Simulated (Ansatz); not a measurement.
## Geometry relaxation, with input and output: Sn₅H₇ (charge +1) (part 3 of 3)

Continued. System: Sn₅H₇, charge +1. Method: RKS PBE-D4/def2-SVP (Ansatz 0.2.0). The geometry: GFN2-xTB start.

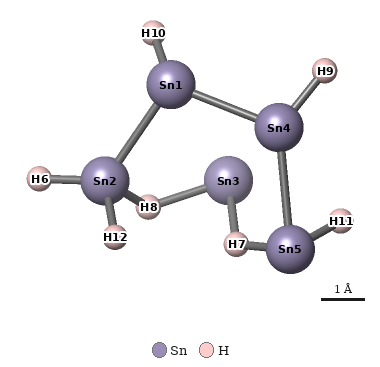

Fig. 1: The geometry at step 71 of the log (ball-and-stick view, seen on its broad side; atoms are numbered from 1 in the order of the input).

**Trajectory as extended XYZ, continued**
```
12
Properties=species:S:1:pos:R:3:forces:R:3 step=44 energy=-29264.23369
Sn    1.2739    0.1586   -1.4734   -0.1111  -0.0811   0.0075
Sn   -1.4430    0.8703   -1.5821   -0.0989  -0.0492  -0.0415
Sn   -0.2058   -2.3332   -1.6747    0.0417   0.1319   0.0629
Sn    1.7469    0.2745    1.3876    0.0376  -0.1491  -0.0117
Sn   -0.5074    0.8514    3.1111    0.0683  -0.0738   0.0317
H    -2.4575    1.0465   -2.9872    0.1001  -0.0214   0.1294
H     0.0070   -0.6163    1.6710    0.0361   0.0156  -0.0047
H    -1.7572   -1.1281   -1.4448    0.0386   0.0546  -0.0030
H     2.7903   -1.1373    1.6170   -0.0929   0.1387  -0.0282
H     2.2252    0.9883   -2.6421   -0.0029  -0.0046   0.0012
H     0.7005   -0.0314    4.1381   -0.0671   0.0342  -0.0577
H    -2.3731    1.0568   -0.1205    0.0505   0.0043  -0.0859
12
Properties=species:S:1:pos:R:3:forces:R:3 step=49 energy=-29264.46085
Sn    1.2798    0.2362   -1.6549    0.0045  -0.0113   0.0480
Sn   -1.4374    0.9326   -1.5976   -0.1625  -0.1063  -0.0725
Sn   -0.0508   -2.1767   -0.8168    0.0013   0.0735   0.1106
Sn    1.6894    0.2466    1.1962    0.1136   0.0911  -0.0429
Sn   -0.5989    0.6238    2.9658   -0.0235  -0.0124   0.0805
H    -2.4862    0.8583   -2.9914    0.1196  -0.0167   0.2056
H     0.0009   -0.7443    1.3184   -0.0398  -0.2123  -0.1877
H    -1.6317   -0.9989   -1.0837   -0.0165   0.1336   0.0142
H     2.6875   -1.1811    1.4810   -0.0078   0.0874  -0.0243
H     2.3026    1.1257   -2.7056   -0.0138  -0.0422   0.0063
H     0.5508   -0.2643    4.0307   -0.0561  -0.0333  -0.0207
H    -2.3059    1.3422   -0.1422    0.0811   0.0489  -0.1172
12
Properties=species:S:1:pos:R:3:forces:R:3 step=55 energy=-29264.83758
Sn    1.3167    0.3885   -1.4753    0.0580   0.0288  -0.1556
Sn   -1.4030    0.9968   -1.6048    0.0340   0.0097   0.0981
Sn   -0.2136   -2.0209   -0.4712    0.0174   0.0836   0.0150
Sn    1.7077    0.6253    1.2734    0.0524  -0.0923   0.0104
Sn   -0.8738    0.0453    2.6843    0.0986  -0.0409  -0.0326
H    -2.4598    0.7331   -2.9366   -0.0242  -0.0468  -0.0127
H     0.1252   -1.1541    1.2620   -0.0220  -0.0103  -0.0193
H    -1.7031   -0.7060   -0.6568   -0.0855   0.0279  -0.0517
H     3.1884   -0.3187    1.4844   -0.0713   0.0669   0.0194
H     2.1829    0.3906   -2.9740   -0.0794  -0.0126   0.1547
H     0.2658   -0.8782    3.7312   -0.0187   0.0190   0.0243
H    -2.1333    1.8983   -0.3166    0.0407  -0.0329  -0.0501
12
Properties=species:S:1:pos:R:3:forces:R:3 step=60 energy=-29264.86613
Sn    1.3002    0.4706   -1.4133    0.1023   0.0353  -0.0594
Sn   -1.4314    0.9928   -1.5950    0.0161   0.0204   0.0044
Sn   -0.2628   -1.9914   -0.5305    0.0561   0.0626   0.0940
Sn    1.7677    0.6019    1.3023    0.0076  -0.0566  -0.0355
Sn   -0.7897    0.0288    2.6647    0.0023  -0.0414   0.0239
H    -2.4165    0.7142   -2.9795    0.0136   0.0196   0.0139
H    -0.0913   -1.3774    1.2920   -0.1114   0.0179  -0.0184
H    -1.7958   -0.6886   -0.7157   -0.0559  -0.0497   0.0097
H     3.3516   -0.1253    1.5119    0.0121   0.0280  -0.0146
H     2.1528    0.2888   -2.8955   -0.0102  -0.0070  -0.0161
H     0.3486   -0.8862    3.7191   -0.0063  -0.0026   0.0096
H    -2.1333    1.9718   -0.3605   -0.0264  -0.0265  -0.0116
12
Properties=species:S:1:pos:R:3:forces:R:3 step=65 energy=-29265.00845
Sn    1.3686    0.7005   -1.3757    0.0411   0.0485  -0.1660
Sn   -1.4237    0.9217   -1.5709   -0.0171  -0.1965  -0.0053
Sn   -0.1828   -1.9243   -0.3061   -0.1433   0.1151   0.0962
Sn    1.8665    0.5029    1.3129   -0.0253  -0.0271   0.0185
Sn   -0.6181    0.1203    2.8044    0.1826  -0.2705  -0.0222
H    -2.2397    0.8675   -3.0918    0.0393  -0.0104   0.1130
H    -0.9340   -1.3185    1.3720    0.0703   0.1341   0.0114
H    -1.8297   -0.8647   -0.9515    0.1062   0.0932  -0.0532
H     3.5764    0.1682    1.4645   -0.0433  -0.0358  -0.0068
H     2.0568    0.1024   -2.8661   -0.0611   0.0419   0.1543
H     0.5563   -1.0919    3.5226   -0.1461   0.1439  -0.1018
H    -2.1965    1.8158   -0.3144   -0.0034  -0.0363  -0.0383
12
Properties=species:S:1:pos:R:3:forces:R:3 step=71 energy=-29265.09442
Sn    1.3726    0.9951   -1.3939   -0.0346  -0.0669   0.1302
Sn   -1.4237    0.8585   -1.6347    0.0685   0.0402   0.0578
Sn   -0.1326   -1.8044    0.0689   -0.0149   0.0414   0.0380
Sn    1.8521    0.4383    1.2918    0.0591   0.0099  -0.1208
Sn   -0.4714    0.1460    2.9977    0.0318  -0.0456   0.0848
H    -2.2512    0.7217   -3.1314    0.0011  -0.0359  -0.0482
H    -1.1823   -0.7912    1.4234    0.0545  -0.0076  -0.0361
H    -1.5964   -0.9244   -1.0045   -0.0511  -0.0310  -0.0087
H     3.5136   -0.1002    1.3539   -0.0640   0.0235  -0.0174
H     2.0722    0.1495   -2.7456    0.0232   0.0271  -0.0238
H     0.5705   -1.3508    3.1784   -0.0626   0.0359  -0.0430
H    -2.3234    1.6619   -0.4041   -0.0109   0.0091  -0.0128
12
Properties=species:S:1:pos:R:3:forces:R:3 step=76 energy=-29265.18042
Sn    1.2169    0.8444   -1.2412    0.2933   0.0165  -0.1459
Sn   -1.5542    0.7125   -1.6384   -0.3877  -0.0400  -0.0828
Sn   -0.1002   -1.7007    0.4065   -0.0959  -0.4630   0.1487
Sn    2.0423    0.5451    1.3539   -0.0315   0.1981  -0.0342
Sn   -0.1793   -0.0096    3.2226   -0.0633  -0.0641  -0.1714
H    -2.0430    0.5220   -3.2968    0.0732   0.0006   0.2614
H    -1.0742   -0.2561    1.4888    0.0030   0.2141   0.0397
H    -1.7935   -0.9366   -0.8195   -0.0557   0.3067  -0.2651
H     3.6592   -0.0806    1.2469    0.0680  -0.0272   0.0033
H     2.1540    0.3491   -2.6493   -0.1734   0.0832   0.2464
H     0.2249   -1.7483    2.6017    0.1878  -0.1023   0.1316
H    -2.5530    1.7586   -0.6752    0.1821  -0.1227  -0.1316
12
Properties=species:S:1:pos:R:3:forces:R:3 step=81 energy=-29265.33998
Sn    1.0768    0.4532   -1.1357   -0.0882   0.1861   0.1412
Sn   -1.6898    0.7208   -1.7376    0.0680  -0.0968   0.0892
Sn   -0.1196   -1.8331    0.5481    0.0844  -0.1619   0.0644
Sn    2.0021    0.8845    1.4282    0.0171  -0.0600  -0.1296
Sn   -0.0183   -0.2100    3.3048    0.0267  -0.0521  -0.0600
H    -1.9953    0.6414   -3.4154    0.0025   0.0101  -0.1115
H    -0.9777   -0.3674    1.5695   -0.0030   0.0067   0.1018
H    -2.2319   -0.7803   -1.0040   -0.0577   0.0503   0.0002
H     3.6007    0.1476    1.4010   -0.0638   0.0377   0.0359
H     2.0969    0.1663   -2.4924    0.0908  -0.0764  -0.0832
H     0.6813   -1.8490    2.4409   -0.0776   0.1095  -0.0804
H    -2.4253    2.0258   -0.9072    0.0008   0.0467   0.0321
12
Properties=species:S:1:pos:R:3:forces:R:3 step=87 energy=-29265.41477
Sn    0.8462    0.2349   -1.0869   -0.0397  -0.0388  -0.0550
Sn   -1.8180    0.8347   -1.9038    0.0160   0.0474   0.0265
Sn    0.2278   -2.1431    0.7738    0.0085   0.0844   0.0413
Sn    1.7704    1.0085    1.3937    0.0119  -0.0263   0.0020
Sn    0.1240   -0.3467    3.4365    0.0519  -0.0438   0.0351
H    -1.8749    0.8716   -3.6212    0.0216  -0.0030   0.0370
H    -0.9121   -0.9150    1.8556   -0.0162  -0.0188  -0.0606
H    -2.7825   -0.4388   -1.2518   -0.0097   0.0080  -0.0064
H     3.4331    0.4404    1.4689   -0.0178   0.0146   0.0076
H     1.9872   -0.1548   -2.3366   -0.0116   0.0098   0.0096
H     1.2090   -1.7345    2.4363   -0.0267   0.0274  -0.0040
H    -2.2102    2.3427   -1.1645    0.0118  -0.0608  -0.0331
12
Properties=species:S:1:pos:R:3:forces:R:3 step=92 energy=-29265.41945
Sn    0.7914    0.1714   -1.0716   -0.0174  -0.0010   0.0009
Sn   -1.8330    0.8525   -1.9275    0.0141  -0.0047  -0.0123
Sn    0.2412   -2.1790    0.8092    0.0043   0.0047   0.0108
Sn    1.7259    1.0017    1.3954    0.0051   0.0067   0.0133
Sn    0.1800   -0.3996    3.4873    0.0080  -0.0043  -0.0056
H    -1.8070    0.8964   -3.6435    0.0005  -0.0025   0.0048
H    -0.8820   -0.9585    1.9046   -0.0049  -0.0017  -0.0026
H    -2.8732   -0.3793   -1.3206   -0.0049  -0.0065   0.0010
H     3.4100    0.5049    1.4790   -0.0024  -0.0025  -0.0022
H     1.9427   -0.1875   -2.3175    0.0089  -0.0037  -0.0066
H     1.2902   -1.6947    2.4129   -0.0055   0.0019  -0.0075
H    -2.1862    2.3718   -1.2077   -0.0059   0.0137   0.0061
```

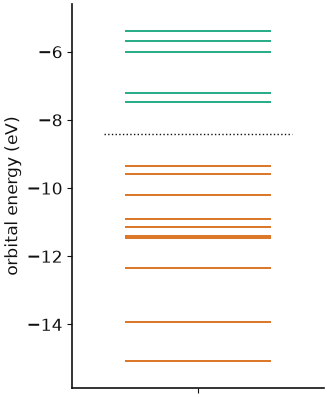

Fig. 2: Orbital energies near the frontier; the dotted line parts filled from empty levels, and levels within 0.02 eV of each other stand side by side. Highest filled −9.36 eV, lowest empty −7.47 eV, 1.89 eV apart.

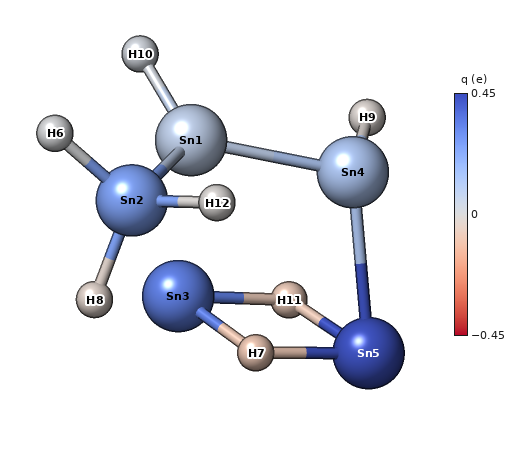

Fig. 3: Mulliken charges, as the colour of each atom (ball-and-stick view, seen at a tilt; atoms are numbered from 1 in the order of the input; Mulliken charges depend strongly on the basis). By element: Sn +0.07 to +0.43 and H −0.09 to +0.02 e.

The run was set up as follows.

**Input**
```yaml
crystal:
  periodic: [false, false, false]
  atoms:
    - {symbol: Sn, position_ang: [0.154530, -0.351330, -0.768510]}
    - {symbol: Sn, position_ang: [-1.729060, 1.343740, -2.059640]}
    - {symbol: Sn, position_ang: [0.197870, -2.889430, -2.208330]}
    - {symbol: Sn, position_ang: [1.437800, 0.705330, 1.695670]}
    - {symbol: Sn, position_ang: [0.451160, 0.590960, 4.551590]}
    - {symbol: H, position_ang: [-1.703450, 2.453530, -3.428660]}
    - {symbol: H, position_ang: [0.146970, -0.617650, 2.825230]}
    - {symbol: H, position_ang: [-1.586970, -2.772040, -2.551750]}
    - {symbol: H, position_ang: [2.499210, -0.630910, 1.167920]}
    - {symbol: H, position_ang: [1.291960, 0.358280, -1.924160]}
    - {symbol: H, position_ang: [2.246760, 0.079210, 4.364800]}
    - {symbol: H, position_ang: [-3.406790, 1.730320, -1.664150]}
basis:
  gaussian: {orbitals: def2-SVP}
total_charge: 1
hamiltonian: {xc: pbe, dispersion: d4}
scf: {lower_state_search: "off"}
output: {orbitals: {seedname: orbitals}}
relax: {f_tol: 0.02, max_steps: 100}
```

Launch command:
```bash
ansatz run in.yaml --threads 4 --pin off --events-out ev --progress --plain --max-ram 4787MiB
```

**Key numbers**

```csv
quantity,value
outcome,converged
total energy,−29265.4195 eV
mean-field energy,−29264.9257 eV
dispersion energy,−0.4938 eV
HOMO,−9.36 eV
LUMO,−7.47 eV
largest force (length of the vector) at the end,0.019 eV/Å
hardware,"4 threads of Arm Neoverse V2, 23 GiB of memory available, shared host"
wall time,3.1 min (CPU time 12 min)
peak memory,0.29 GiB
```
